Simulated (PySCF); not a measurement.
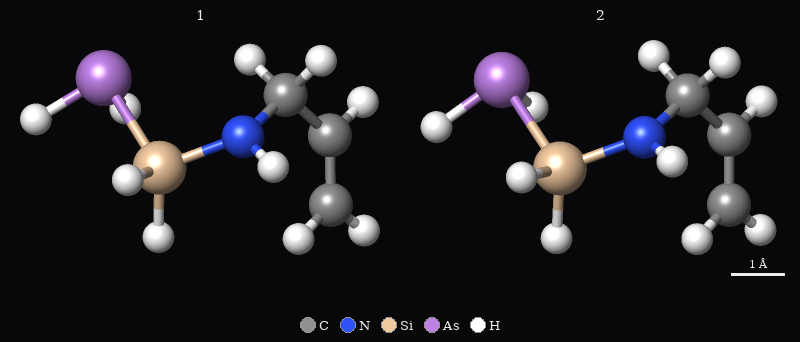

Two geometries of C3H10AsNSi, drawn at one scale. One is the start of a relaxation, the other its converged end. A ball-and-stick model, seen at a tilt.

Computed with PBE0-D3(BJ)/def2-SVP geometry optimisation, gas phase (PySCF). 

### Which one is relaxed?

Structure 2 is the relaxed one. The start comes from GFN2-xTB. The energy falls by 11.5 kJ/mol in 10 geometry steps. Largest force component: 0.63 eV/Å at the start, 0.023 eV/Å at the end. The atom that moves furthest after the best rigid fit is an H atom (0.19 Å). Largest moves by element: H 0.19 Å, C 0.07 Å, Si 0.06 Å, As 0.06 Å, N 0.04 Å. Some distances before and after: As–Si 2.320 → 2.370 Å, As–H 1.500 → 1.526 Å, H–Si 1.472 → 1.496 Å, C–H 1.077 → 1.094 Å. Among the angles between lasting bonds that change: N–Si–H 103.1° → 108.2°, As–Si–H 113.1° → 108.8°, As–Si–H 113.5° → 110.2°. The run took about 2.2 core-minutes on a shared host.
